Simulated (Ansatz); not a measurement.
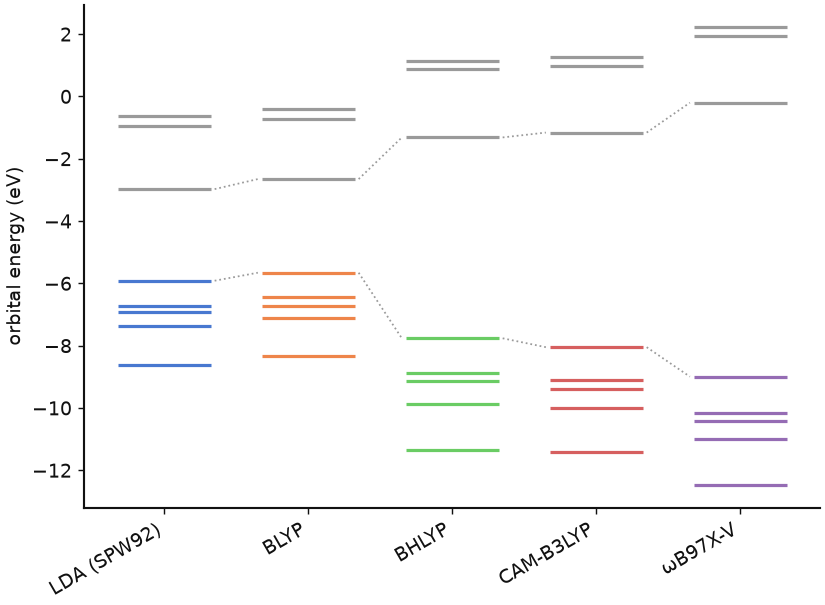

Frontier orbital energies of CH₇InOSSi, SMILES C[Si@@](O)(S)[InH2], singlet at one geometry, def2-TZVPP, the Ansatz code 0.2.0, at a PBE0-D4/def2-TZVP geometry (a minimum by its frequencies). Empty levels are grey, levels within 0.1 eV stand side by side; all columns show the same few orbitals around the gap. Dotted lines join the HOMOs and the LUMOs.

Compare the HOMO-LUMO separations.

The separation grows from 2.94 eV (LDA (SPW92)) to 8.79 eV (ωB97X-V).

| level | HOMO (eV) | LUMO (eV) | separation (eV) |
| --- | --- | --- | --- |
| LDA (SPW92) | −5.92 | −2.98 | 2.94 |
| BLYP | −5.66 | −2.66 | 3.01 |
| BHLYP | −7.77 | −1.32 | 6.45 |
| CAM-B3LYP | −8.05 | −1.16 | 6.89 |
| ωB97X-V | −9.00 | −0.20 | 8.79 |

Caveats, for all or some of the runs: core potentials past krypton; empty levels above zero depend strongly on the basis; spin-orbit coupling is left out, and with In it can shift these levels and split any degenerate set.
